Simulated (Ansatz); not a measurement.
Input

```
crystal:
  periodic: [false, false, false]
  atoms:
    - {symbol: C, position_ang: [-0.959100, 0.226879, -0.472379]}
    - {symbol: C, position_ang: [-0.557778, 0.368281, 0.801220]}
    - {symbol: F, position_ang: [-0.024549, 1.165024, 1.664975]}
    - {symbol: S, position_ang: [-1.139130, -1.216181, 0.833140]}
basis:
  gaussian:
    orbitals: def2-TZVPD
magnetization:
  spin_polarized: true
  initial_magnetization: 1
hamiltonian:
  xc: pbe0
output: {forces: true, orbitals: {seedname: orbitals}}
```

Run with:

```sh
ansatz run input.yaml --threads 1 --pin off --max-ram 2610MiB --events-out events.jsonl --progress --plain --runs-dir runs
```

Geometry: PBE0-D3(BJ)/def2-SVP.

Level of theory: isolated molecule in a Gaussian basis; Kohn-Sham density functional theory, functional PBE0 (Ansatz).

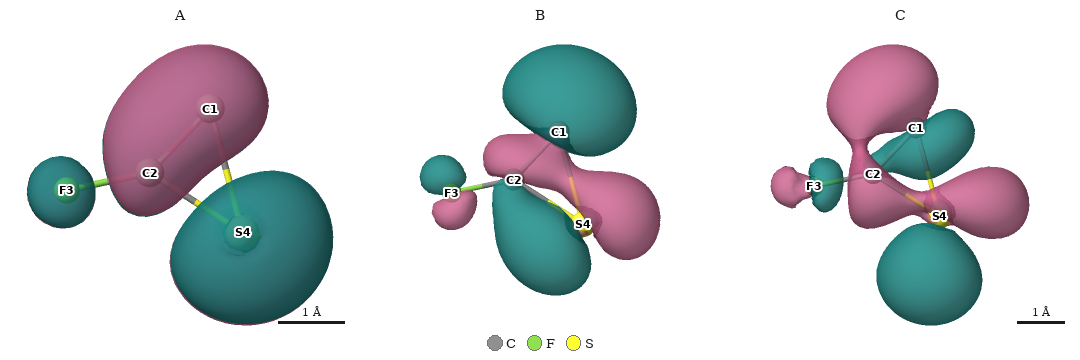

C₂FS (doublet). Three frontier orbitals at ±0.08 Å⁻³ᐟ² (teal and pink are the two phases), in no order.

**Order the three orbitals by energy and name them. All are α orbitals.**

B is the HOMO−1 (α) (−8.16 eV). Its weight (Hirshfeld) is mainly on C1 (about 60 %), S4 (about 25 %) and C2 (about 10 %); it is symmetric in the molecular plane (an in-plane orbital: σ, lone-pair or in-plane π type). A is the HOMO (α) (−7.20 eV). It lies mainly on S4 (about 50 %), C1 (about 25 %) and C2 (about 20 %); it changes sign across the molecular plane (π type); π-bonding across C1–C2; π-antibonding (a node) across C1–S4 and C2–S4. C is the LUMO (α) (−1.45 eV). By Hirshfeld shares it lies mainly on S4 (about 45 %), C1 (about 35 %), C2 (about 15 %) and F3 (about 5 %); it is symmetric in the molecular plane (an in-plane orbital: σ, lone-pair or in-plane π type).

**What is the gap between the highest occupied and lowest empty α orbitals?**

5.75 eV between the orbital energies.
